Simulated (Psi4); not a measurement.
**Single-point calculation of SnBr$_{4}$**

SnBr$_{4}$, computed with SVWN5/def2-SVP, RKS, core potentials def2 (Psi4 1.11).

The geometry comes from this level: PBE0-D4/def2-TZVP.

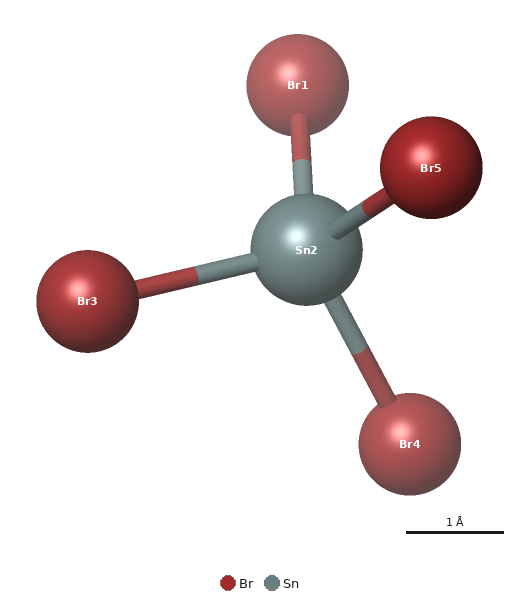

Fig. 1: The structure (ball-and-stick view, seen at an oblique angle; atoms are numbered from 1 in the order of the input). Sticks mark near contacts. Bond lengths as drawn: Br–Sn 2.45 Å.

**Input file (job.dat)**
```
memory 2200 MB

molecule system {
  0 1
  Br    -1.112740     0.012410     2.177700
  Sn    -0.000040     0.000010     0.000030
  Br     2.068690    -1.295650     0.148990
  Br    -1.477800    -1.012430    -1.664820
  Br     0.521880     2.295660    -0.661890
  symmetry c1
}

set basis def2-SVP
set puream true
set e_convergence 1e-09
set d_convergence 1e-08
set scf_type direct
set dft_radial_points 99
set dft_spherical_points 590

energy_value, wavefunction = energy("scf", dft_functional={"name": "SVWN5", "x_functionals": {"LDA_X": {}}, "c_functionals": {"LDA_C_VWN": {}}}, return_wfn=True)
oeprop(wavefunction, "QUADRUPOLE", "LOWDIN_CHARGES", "MAYER_INDICES", title="SCF")
print_variables()
```

Hardware: 1 thread of AMD EPYC (Zen 3), 32 GiB of memory available, shared host.

Launch command:
```bash
psi4 -i job.dat -o job.out -n 1
```

**The program's output**
```
Psi4 1.11 release

   => Loading Basis Set <=

    Name: DEF2-SVP
    Role: ORBITAL
    Keyword: BASIS

    !!!  WARNING: ECP capability is in beta. Please check occupations closely.  !!!

         ---------------------------------------------------------
                                   SCF
                              RKS Reference
                        1 Threads,   2098 MiB Core
         ---------------------------------------------------------

  ==> Geometry <==

    Molecular point group: c1
    Full point group: C1

    Geometry (in Angstrom), charge = 0, multiplicity = 1:

       Center              X                  Y                   Z               Mass
    ------------   -----------------  -----------------  -----------------  -----------------
         BR          -1.112734424531     0.012409059087     2.177695365444    78.918337600000
         SN          -0.000034424531     0.000009059087     0.000025365444   119.902201630000
         BR           2.068695575469    -1.295650940913     0.148985365444    78.918337600000
         BR          -1.477794424531    -1.012430940913    -1.664824634556    78.918337600000
         BR           0.521885575469     2.295659059087    -0.661894634556    78.918337600000

  Running in c1 symmetry.

  Rotational constants: A =      0.01339  B =      0.01339  C =      0.01339 [cm^-1]
  Rotational constants: A =    401.54905  B =    401.54071  C =    401.53433 [MHz]
  Nuclear repulsion = 1640.415703942342589

  Charge       = 0
  Multiplicity = 1
  Electrons    = 162
  Nalpha       = 81
  Nbeta        = 81

  ==> Algorithm <==

  SCF Algorithm Type is DIRECT.
  DIIS enabled.
  MOM disabled.
  Fractional occupation disabled.
  Guess Type is SAD.
  Energy threshold   = 1.00e-09
  Density threshold  = 1.00e-08
  Integral threshold = 1.00e-12

  ==> Primary Basis <==

  Basis Set: DEF2-SVP
    Blend: DEF2-SVP
    Number of shells: 58
    Number of basis functions: 154
    Number of Cartesian functions: 168
    Spherical Harmonics?: true
    Max angular momentum: 2

  Core potential: DEF2-SVP
    Number of shells: 4
    Number of ECP primitives: 18
    Number of ECP core electrons: 28
    Max angular momentum: 3

  ==> DFT Potential <==

   => LibXC <=

    Version 7.1.2

   => Composite Functional: SVWN5 <=

    Slater exchange
    Vosko, Wilk & Nusair (VWN5)

    Deriv               =              1
    GGA                 =          FALSE
    Meta                =          FALSE

    Exchange Hybrid     =          FALSE
    MP2 Hybrid          =          FALSE

   => Exchange Functionals <=

    1.0000         XC_LDA_X

   => Correlation Functionals <=

    1.0000     XC_LDA_C_VWN

   => LibXC Density Thresholds  <==

    XC_LDA_C_VWN:  1.00E-15
    XC_LDA_X:  1.00E-15

   => Molecular Quadrature <=

    Radial Scheme          =       TREUTLER
    Pruning Scheme         =           NONE
    Nuclear Scheme         =       TREUTLER

    Blocking Scheme        =         OCTREE
    BS radius alpha        =              1
    Pruning alpha          =              1
    Radial Points          =             99
    Spherical Points       =            590
    Total Points           =         267502
    Total Blocks           =           2116
    Max Points             =            256
    Max Functions          =            110
    Weights Tolerance      =       1.00E-15

   => Loading Basis Set <=

    Name: (DEF2-SVP AUX)
    Role: JKFIT
    Keyword: DF_BASIS_SCF

  Starting with a DF guess...

  ==> Integral Setup <==

  DFHelper Memory: AOs need 0.200 GiB; user supplied 1.386 GiB.
  SCF_SUBTYPE=INCORE selected. In-core MEM_DF algorithm will be used.
  Using in-core AOs.

  ==> MemDFJK: Density-Fitted J/K Matrices <==

    J tasked:                   Yes
    K tasked:                    No
    wK tasked:                   No
    Memory [MiB]:              1419
    Algorithm:                 Core
    Schwarz Cutoff:           1E-12
    Mask sparsity (%):      19.9781
    Fitting Condition:        1E-10

   => Auxiliary Basis Set <=

  Basis Set: (DEF2-SVP AUX)
    Blend: DEF2-UNIVERSAL-JKFIT
    Number of shells: 286
    Number of basis functions: 1282
    Number of Cartesian functions: 1793
    Spherical Harmonics?: true
    Max angular momentum: 5

  Cached 100.0% of DFT collocation blocks in 0.150 [GiB].

  Minimum eigenvalue in the overlap matrix is 1.3090474320E-02.
  Reciprocal condition number of the overlap matrix is 3.6413870976E-03.
    Using symmetric orthogonalization.

  ==> Pre-Iterations <==

  SCF Guess: Superposition of Atomic Densities via on-the-fly atomic UHF (no occupation information).

   -------------------------
    Irrep   Nso     Nmo
   -------------------------
     A        154     154
   -------------------------
    Total     154     154
   -------------------------

  ==> Iterations <==

                           Total Energy        Delta E     RMS |[F,P]|

   @DF-RKS iter SAD: -10489.06093381323444   -1.04891e+04   0.00000e+00
   @DF-RKS iter   1: -10494.05875342377840   -4.99782e+00   1.84330e-02 DIIS/ADIIS
   @DF-RKS iter   2: -10493.93215402370879    1.26599e-01   1.97523e-02 DIIS/ADIIS
   @DF-RKS iter   3: -10495.34096880810830   -1.40881e+00   8.40031e-04 DIIS/ADIIS
   @DF-RKS iter   4: -10495.33975310065580    1.21571e-03   8.90809e-04 DIIS/ADIIS
   @DF-RKS iter   5: -10495.35099295529653   -1.12399e-02   1.21898e-04 DIIS/ADIIS
   @DF-RKS iter   6: -10495.35119654286973   -2.03588e-04   1.14189e-05 DIIS
   @DF-RKS iter   7: -10495.35119738084541   -8.37976e-07   7.72065e-06 DIIS
   @DF-RKS iter   8: -10495.35119825437141   -8.73526e-07   9.37157e-07 DIIS
   @DF-RKS iter   9: -10495.35119826371374   -9.34233e-09   1.44841e-07 DIIS
   @DF-RKS iter  10: -10495.35119826408663   -3.72893e-10   1.91366e-08 DIIS
   @DF-RKS iter  11: -10495.35119826406117    2.54659e-11   3.88544e-09 DIIS

  DF guess converged.

  ==> DirectJK: Integral-Direct J/K Matrices <==

    J tasked:                  Yes
    K tasked:                   No
    wK tasked:                  No
    Integrals threads:           1
    Screening Type:           CSAM
    Screening Cutoff:        1E-12
    Incremental Fock:           No

   @RKS iter  12: -10495.35110104191881   -1.04954e+04   4.94890e-07 DIIS
   @RKS iter  13: -10495.35110104235901   -4.40195e-10   2.29557e-08 DIIS
   @RKS iter  14: -10495.35110104232626    3.27418e-11   3.09678e-08 DIIS
   @RKS iter  15: -10495.35110104233536   -9.09495e-12   8.09297e-09 DIIS
  Energy and wave function converged.

  ==> Post-Iterations <==

   Electrons on quadrature grid:
      Ntotal   =  161.9999994130 ; deviation = -5.870e-07

    Orbital Energies [Eh]
    ---------------------

    Doubly Occupied:

       1A   -480.147501     2A   -480.147477     3A   -480.147474
       4A   -480.147472     5A    -61.717719     6A    -61.717694
       7A    -61.717690     8A    -61.717688     9A    -55.709464
      10A    -55.709448    11A    -55.709444    12A    -55.709442
      13A    -55.706118    14A    -55.706117    15A    -55.706115
      16A    -55.706098    17A    -55.706097    18A    -55.706095
      19A    -55.706083    20A    -55.706083    21A     -8.397147
      22A     -8.397117    23A     -8.397114    24A     -8.397111
      25A     -6.297589    26A     -6.297584    27A     -6.297581
      28A     -6.297579    29A     -6.286672    30A     -6.286672
      31A     -6.286669    32A     -6.286666    33A     -6.286665
      34A     -6.286663    35A     -6.286659    36A     -6.286659
      37A     -4.964148    38A     -3.347664    39A     -3.347664
      40A     -3.347664    41A     -2.521262    42A     -2.521260
      43A     -2.521252    44A     -2.521245    45A     -2.518375
      46A     -2.518367    47A     -2.518365    48A     -2.518361
      49A     -2.518360    50A     -2.518354    51A     -2.518351
      52A     -2.518347    53A     -2.510240    54A     -2.510239
      55A     -2.510238    56A     -2.510238    57A     -2.510233
      58A     -2.510232    59A     -2.510230    60A     -2.510228
      61A     -1.023507    62A     -1.023506    63A     -1.023506
      64A     -1.018707    65A     -1.018707    66A     -0.751384
      67A     -0.722652    68A     -0.722649    69A     -0.722646
      70A     -0.496086    71A     -0.365289    72A     -0.365286
      73A     -0.365284    74A     -0.295812    75A     -0.295812
      76A     -0.292526    77A     -0.292526    78A     -0.292525
      79A     -0.278383    80A     -0.278381    81A     -0.278379

    Virtual:

      82A     -0.161322    83A     -0.049540    84A     -0.049536
      85A     -0.049530    86A      0.079543    87A      0.139746
      88A      0.139748    89A      0.139750    90A      0.191433
      91A      0.191433    92A      0.281133    93A      0.281137
      94A      0.281140    95A      0.387930    96A      0.387930
      97A      0.387931    98A      0.410924    99A      0.432474
     100A      0.432475   101A      0.432477   102A      0.458111
     103A      0.458113   104A      0.458114   105A      0.458930
     106A      0.458930   107A      0.463258   108A      0.463259
     109A      0.463261   110A      0.498503   111A      0.498505
     112A      0.498508   113A      0.513754   114A      0.513754
     115A      0.517399   116A      0.599665   117A      0.599669
     118A      0.599674   119A      0.645214   120A      0.645219
     121A      0.645223   122A      0.747229   123A      0.747230
     124A      0.749633   125A      0.749644   126A      0.749659
     127A      0.935236   128A      0.961072   129A      0.961076
     130A      0.961078   131A      3.234066   132A      3.234069
     133A      3.234071   134A      3.247769   135A      3.247771
     136A      3.249376   137A      3.249379   138A      3.249381
     139A      3.249594   140A      3.249595   141A      3.249598
     142A      3.330021   143A      3.330029   144A      3.330039
     145A      3.365754   146A      3.365755   147A      3.377288
     148A      3.473375   149A      3.473377   150A      3.473379
     151A     14.984932   152A     14.984962   153A     14.985002
     154A     51.536824

    Final Occupation by Irrep:
              A
    DOCC [    81 ]
    NA   [    81 ]
    NB   [    81 ]

  @RKS Final Energy: -10495.35110104233536

   => Energetics <=

    Nuclear Repulsion Energy =           1640.4157039423425886
    One-Electron Energy =              -17977.7665152757654141
    Two-Electron Energy =                6210.8483977099467666
    DFT Exchange-Correlation Energy =    -368.8486874188603792
    Empirical Dispersion Energy =           0.0000000000000000
    VV10 Nonlocal Energy =                  0.0000000000000000
    Total Energy =                     -10495.3511010423353582

Computation Completed

Properties will be evaluated at   0.000000,   0.000000,   0.000000 [a0]

Properties computed using the SCF density matrix

 Multipole Moments:

 ------------------------------------------------------------------------------------
     Multipole            Electronic (a.u.)      Nuclear  (a.u.)        Total (a.u.)
 ------------------------------------------------------------------------------------

 L = 1.  Multiply by 2.5417464519 to convert [e a0] to [Debye]
 Dipole X            :         -0.0021193            0.0020281           -0.0000912
 Dipole Y            :          0.0005623           -0.0005337            0.0000285
 Dipole Z            :          0.0015583           -0.0014944            0.0000639
 Magnitude           :                                                    0.0001149

 ------------------------------------------------------------------------------------

	total time  =         40 seconds =       0.67 minutes

Properties will be evaluated at   0.000000,   0.000000,   0.000000 [a0]

Properties computed using the SCF density matrix

 Multipole Moments:

 ------------------------------------------------------------------------------------
     Multipole            Electronic (a.u.)      Nuclear  (a.u.)        Total (a.u.)
 ------------------------------------------------------------------------------------

 L = 1.  Multiply by 2.5417464519 to convert [e a0] to [Debye]
 Dipole X            :         -0.0021193            0.0020281           -0.0000912
 Dipole Y            :          0.0005623           -0.0005337            0.0000285
 Dipole Z            :          0.0015583           -0.0014944            0.0000639
 Magnitude           :                                                    0.0001149

 L = 2.  Multiply by 1.3450342976 to convert [e a0^2] to [Debye ang]
 Quadrupole XX       :      -1068.2012648          996.6385091          -71.5627556
 Quadrupole XY       :         -0.0149823            0.0150975            0.0001152
 Quadrupole XZ       :          0.0193465           -0.0194896           -0.0001432
 Quadrupole YY       :      -1068.2027715          996.6400180          -71.5627535
 Quadrupole YZ       :         -0.0031960            0.0032095            0.0000136
 Quadrupole ZZ       :      -1068.2482833          996.6858938          -71.5623895
 Traceless XX        :          0.0161751           -0.0162978           -0.0001228
 Traceless YY        :          0.0146684           -0.0147890           -0.0001206
 Traceless ZZ        :         -0.0308435            0.0310868            0.0002434

 ------------------------------------------------------------------------------------
  Lowdin Charges: (a.u.)
   Center  Symbol    Alpha    Beta     Spin     Total
       1    BR    17.49871 17.49871  0.00000  0.00258
       2    SN    11.00514 11.00514  0.00000 -0.01028
       3    BR    17.49872 17.49872  0.00000  0.00256
       4    BR    17.49872 17.49872  0.00000  0.00257
       5    BR    17.49872 17.49872  0.00000  0.00257

  Total alpha = 81.00000, Total beta = 81.00000, Total charge =  0.00000

  Mayer Bond Indices:

  Irrep: 1 Size: 5 x 5

                 1                   2                   3                   4                   5

    1     0.00000000000000     1.08521235249733     0.06591230770528     0.06591328845346     0.06591334473181
    2     1.08521235249733     0.00000000000000     1.08520384333731     1.08520761230186     1.08520610320188
    3     0.06591230770528     1.08520384333731     0.00000000000000     0.06591081921580     0.06591037558436
    4     0.06591328845346     1.08520761230186     0.06591081921580     0.00000000000000     0.06591182506505
    5     0.06591334473181     1.08520610320188     0.06591037558436     0.06591182506505     0.00000000000000

  Atomic Valences:

 #  #
 Irrep: 1
      1:    1.282951293387884
      2:    4.340829911338383
      3:    1.282937345842757
      4:    1.282943545036165
      5:    1.282941648583106

  Variable Map:
  ----------------------------------------------------------------------------
  "CURRENT ENERGY"              =>  -10495.351101042335
  "CURRENT REFERENCE ENERGY"    =>  -10495.351101042335
  "DD SOLVATION ENERGY"         =>       0.000000000000
  "DFT FUNCTIONAL TOTAL ENERGY" =>  -10495.351101042335
  "DFT TOTAL ENERGY"            =>  -10495.351101042335
  "DFT VV10 ENERGY"             =>       0.000000000000
  "DFT XC ENERGY"               =>    -368.848687418860
  "GRID ELECTRONS ALPHA"        =>      80.999999706513
  "GRID ELECTRONS BETA"         =>      80.999999706513
  "GRID ELECTRONS TOTAL"        =>     161.999999413026
  "NUCLEAR REPULSION ENERGY"    =>    1640.415703942343
  "ONE-ELECTRON ENERGY"         =>  -17977.766515275765
  "PCM POLARIZATION ENERGY"     =>       0.000000000000
  "PE ENERGY"                   =>       0.000000000000
  "SCF ITERATION ENERGY"        =>  -10495.351101042335
  "SCF ITERATIONS"              =>      15.000000000000
  "SCF TOTAL ENERGY"            =>  -10495.351101042335
  "TWO-ELECTRON ENERGY"         =>    6210.848397709947
  "XC GRID RADIAL POINTS"       =>      99.000000000000
  "XC GRID SPHERICAL POINTS"    =>     590.000000000000
  "XC GRID TOTAL POINTS"        =>  267502.000000000000

  Array Variable Map:
  ----------------------------------------------------------------------------
  "CURRENT DIPOLE"              =>      -0.000091192108 ... 0.000063872641 1 by 3
  "SCF DIPOLE"                  =>      -0.000091192108 ... 0.000063872641 1 by 3
  "SCF QUADRUPOLE"              =>     -71.562755639287 ... -71.562389513139 1 by 6
  "SCF TOTAL ENERGIES"          =>  -10495.351101041919 ... -10495.351101042335 1 by 4

    Psi4 run time: 0:00:40.66
```

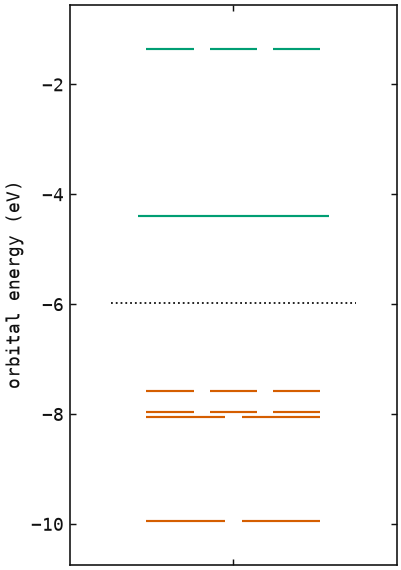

Fig. 2: Orbital energies near the frontier; the dotted line parts filled from empty levels, and levels within 0.02 eV of each other stand side by side. Highest filled −7.58 eV, lowest empty −4.39 eV, 3.19 eV apart.

**Summary**

- outcome: converged
- total energy: −10495.351101 hartree
- basis functions: 154
- HOMO: −7.58 eV
- LUMO: −4.39 eV
- dipole moment: 0.00 D
- wall time: 43 s
- peak memory: 0.68 GiB
